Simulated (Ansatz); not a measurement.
# Se(GeH3)2 (Ge₂H₆Se): one molecule under many settings

Aim: run Se(GeH3)2 (Ge₂H₆Se) under a spread of inputs, and see what each costs and gives.

Method: the settings change from run to run; program: Ansatz 0.2.0, Gaussian basis.

### Step 1. The molecule

An earlier PBE0-D4/def2-SVP relaxation fixed the geometry.

9 atoms, charge 0, spin multiplicity 1.

Atoms are counted from 1 here; the program's logs count them from 0.

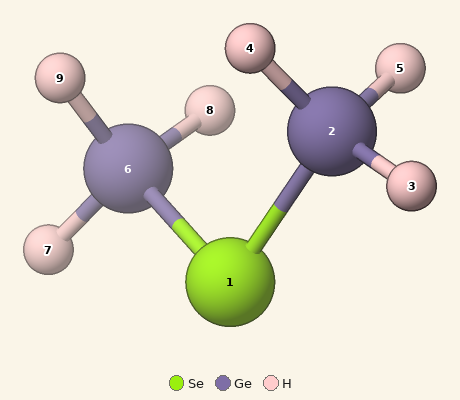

The geometry (selenium green, germanium purple, hydrogen pink); atoms are numbered from 1 in the order of the file.

### Step 2. r2SCAN/def2-mTZVP

Set apart from the defaults: D4 dispersion.

in.yaml

```yaml
crystal:
  periodic: [false, false, false]
  atoms:
    - {symbol: Se, position_ang: [0.021655, -0.032318, -1.619525]}
    - {symbol: Ge, position_ang: [1.745126, 0.005251, -0.012632]}
    - {symbol: H, position_ang: [3.056446, 0.050911, -0.811176]}
    - {symbol: H, position_ang: [1.685494, -1.261473, 0.861122]}
    - {symbol: H, position_ang: [1.610018, 1.252865, 0.880427]}
    - {symbol: Ge, position_ang: [-1.744075, -0.006661, -0.059139]}
    - {symbol: H, position_ang: [-3.033872, -0.091121, -0.889857]}
    - {symbol: H, position_ang: [-1.710907, 1.296975, 0.760417]}
    - {symbol: H, position_ang: [-1.629885, -1.214430, 0.890363]}
basis:
  gaussian: {orbitals: def2-mTZVP}
hamiltonian: {xc: {name: r2SCAN}, dispersion: d4}
scf: {omitted_lower_state_checks: [starts]}
```

The run is started by

```sh
> ansatz run in.yaml --threads 4 --pin off --events-out ev --progress --plain --max-ram 3916MiB
```

The program printed:

```text
Functional definition: r2SCAN
  name "r2SCAN"
  cite "Furness, Kaplan, Ning, Perdew & Sun, J. Phys. Chem. Lett. 11, 8208 (2020) doi:10.1021/acs.jpclett.0c02405"
  cite "Furness, Kaplan, Ning, Perdew & Sun, J. Phys. Chem. Lett. 11, 9248 (2020) doi:10.1021/acs.jpclett.0c03077"
  parent r2scan
  parameter k0 = 0.174
  parameter k1 = 0.065
  parameter a1 = 4.9479
  exchange = r2scan_x(k0 = k0, k1 = k1, a1 = a1)
  correlation = r2scan_c
these checks for a lower state are left out or cut short: starts
1320 factors; their error is unknown
mean field evaluation 1: about -178482.9288 eV, gradient 2.7e1 eV
mean field evaluation 2: about -178483.1386 eV, gradient 3.0e1 eV
mean field evaluation 4: about -178483.7430 eV, gradient 1.5e0 eV
mean field evaluation 8: about -178483.6974 eV, gradient 1.1e-1 eV
mean field -178483.69744228 eV, -6559.1549004083 hartree, gradient 4.2e-5 eV, S^2 0.000000; 0 other end points of the search recorded, 0 dependent functions left out
reference -178483.69745461 eV, -6559.1549008616 hartree; 52, 52 occupied and 74, 74 virtual orbitals, 1320 factors
Total energy: -178483.74735077 eV, -6559.1567345115 hartree
Checks for a lower state left out: starts
```

Wall time 4.5 s (4 threads of Arm Neoverse N1, shared host).

### Step 3. SPW92/aug-cc-pVDZ

Changes to in.yaml since step 2:

```diff
@@ -13,4 +13,3 @@
 basis:
-  gaussian: {orbitals: def2-mTZVP}
-hamiltonian: {xc: {name: r2SCAN}, dispersion: d4}
-scf: {omitted_lower_state_checks: [starts]}
+  gaussian: {orbitals: aug-cc-pVDZ}
+hamiltonian: {xc: {name: SPW92}}
```

The command is unchanged.

The program printed:

```text
Functional definition: SPW92
  name "SPW92"
  cite "Dirac, Proc. Camb. Phil. Soc. 26, 376 (1930) doi:10.1017/S0305004100016108"
  cite "Slater, Phys. Rev. 81, 385 (1951) doi:10.1103/PhysRev.81.385"
  cite "Perdew & Wang, Phys. Rev. B 45, 13244 (1992) doi:10.1103/PhysRevB.45.13244"
  exchange = slater_x
  correlation = pw_c
1725 factors; their error is unknown
mean field evaluation 1: about -178214.0895 eV, gradient 2.1e1 eV
mean field evaluation 2: about -178215.0448 eV, gradient 1.3e1 eV
mean field evaluation 4: about -178215.6831 eV, gradient 1.4e0 eV
mean field evaluation 8: about -178215.6361 eV, gradient 1.5e-2 eV
mean field -178215.63605131 eV, -6549.3038259889 hartree, gradient 1.7e-5 eV, S^2 0.000000; 0 other end points of the search recorded, 0 dependent functions left out
reference -178215.63612123 eV, -6549.3038285585 hartree; 52, 52 occupied and 110, 110 virtual orbitals, 1725 factors
Total energy: -178215.63612123 eV, -6549.3038285585 hartree
```

It took 2.1 s on 4 threads of Arm Neoverse N1, shared host.

### Step 4. B3LYP/def2-mTZVPP

Set apart from the defaults: charge -1, multiplicity 2, a point charge of 1.00 e beside it, D3(BJ) with three-body dispersion.

Changes to in.yaml since step 3:

```diff
@@ -13,3 +13,6 @@
 basis:
-  gaussian: {orbitals: aug-cc-pVDZ}
-hamiltonian: {xc: {name: SPW92}}
+  gaussian: {orbitals: def2-mTZVPP, point_charges: [{charge: 1.00, position_ang: [6.323, 0.704, -0.469]}]}
+total_charge: -1
+magnetization: {spin_polarized: true, initial_magnetization: 1}
+hamiltonian: {xc: {name: B3LYP}, dispersion: d3bjatm}
+scf: {omitted_lower_state_checks: [starts]}
```

The command is unchanged.

The program printed (excerpt; [...] marks lines left out):

```text
Functional definition: B3LYP
  name "B3LYP"
  cite "Stephens, Devlin, Chabalowski & Frisch, J. Phys. Chem. 98, 11623 (1994) doi:10.1021/j100096a001"
  cite "Becke, Phys. Rev. A 38, 3098 (1988) doi:10.1103/PhysRevA.38.3098"
  cite "Lee, Yang & Parr, Phys. Rev. B 37, 785 (1988) doi:10.1103/PhysRevB.37.785"
  cite "Vosko, Wilk & Nusair, Can. J. Phys. 58, 1200 (1980) doi:10.1139/p80-159"
[...]
1306 factors; integrals over basis functions are off by at most 8.2e-4 eV
[...]
mean field -178489.78826859 eV, -6559.3787341469 hartree, gradient 2.1e-5 eV, S^2 0.751866; 0 other end points of the search recorded, 0 dependent functions left out
reference -178489.78854246 eV, -6559.3787442114 hartree; 53, 52 occupied and 85, 86 virtual orbitals, 1306 factors
Total energy: -178490.21126446 eV, -6559.3942789583 hartree
Checks for a lower state left out: starts
```

It took 7.5 s on 4 threads of Arm Neoverse N1, shared host; peak memory 0.57 GiB.

⟨S²⟩ 0.752.

### Step 5. BHLYP/def2-SVP

Options: charge +1, multiplicity 2, atoms shaken by 0.03 Å.

in.yaml

```yaml
crystal:
  periodic: [false, false, false]
  atoms:
    - {symbol: Se, position_ang: [0.026615, -0.009930, -1.613494]}
    - {symbol: Ge, position_ang: [1.710091, 0.008554, 0.011340]}
    - {symbol: H, position_ang: [3.026043, 0.033471, -0.781359]}
    - {symbol: H, position_ang: [1.671347, -1.204492, 0.839510]}
    - {symbol: H, position_ang: [1.602311, 1.257908, 0.864097]}
    - {symbol: Ge, position_ang: [-1.709881, -0.055891, 0.036155]}
    - {symbol: H, position_ang: [-3.065581, -0.072941, -0.905695]}
    - {symbol: H, position_ang: [-1.702457, 1.290656, 0.774528]}
    - {symbol: H, position_ang: [-1.586243, -1.226225, 0.870994]}
basis:
  gaussian: {orbitals: def2-SVP}
total_charge: 1
magnetization: {spin_polarized: true, initial_magnetization: 1}
hamiltonian: {xc: {name: BHLYP}}
scf: {omitted_lower_state_checks: [starts]}
```

The command is unchanged.

The program printed (excerpt; [...] marks lines left out):

```text
Functional definition: BHLYP
  name "BHLYP"
  cite "Becke, J. Chem. Phys. 98, 1372 (1993) doi:10.1063/1.464304"
  cite "Becke, Phys. Rev. A 38, 3098 (1988) doi:10.1103/PhysRevA.38.3098"
  cite "Lee, Yang & Parr, Phys. Rev. B 37, 785 (1988) doi:10.1103/PhysRevB.37.785"
[...]
1249 factors; integrals over basis functions are off by at most 1.2e-3 eV
[...]
mean field -178452.00240575 eV, -6557.9901292996 hartree, gradient 7.5e-5 eV, S^2 0.754699; 0 other end points of the search recorded, 0 dependent functions left out
reference -178452.00258903 eV, -6557.9901360350 hartree; 52, 51 occupied and 74, 75 virtual orbitals, 1249 factors
Total energy: -178452.00258903 eV, -6557.9901360350 hartree
Checks for a lower state left out: starts
```

Run time: 6.5 s. Hardware: 4 threads of Arm Neoverse N1, shared host.

⟨S²⟩ 0.755.

### Step 6. All runs side by side

| level | charge | multiplicity | geometry | functions | energy (eV) | time |
| --- | --- | --- | --- | --- | --- | --- |
| r2SCAN/def2-mTZVP | 0 | 1 | relaxed | 126 | -178483.747 | 4.5 s |
| SPW92/aug-cc-pVDZ | 0 | 1 | relaxed | 162 | -178215.636 | 2.1 s |
| B3LYP/def2-mTZVPP | -1 | 2 | relaxed, point charge | 138 | -178490.211 | 7.5 s |
| BHLYP/def2-SVP | 1 | 2 | shaken | 126 | -178452.003 | 6.5 s |

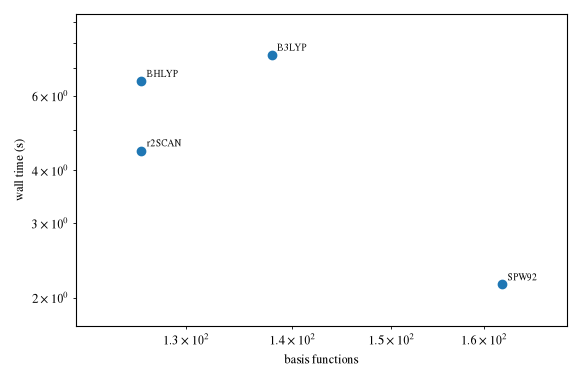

Wall time against the number of basis functions (shared host).

### Step 7. Summary of results

```
                                         quantity                     value
                                             runs                         4
                                         quickest  SPW92/aug-cc-pVDZ, 2.1 s
                                          slowest  B3LYP/def2-mTZVPP, 7.5 s
spread of total energies, same state and geometry                  268.1 eV
```

Run time spans a factor of 3, from SPW92/aug-cc-pVDZ to B3LYP/def2-mTZVPP. The jobs differ in tasks and options as well as level. The totals spread over 268 eV; they can't be compared across methods or bases.
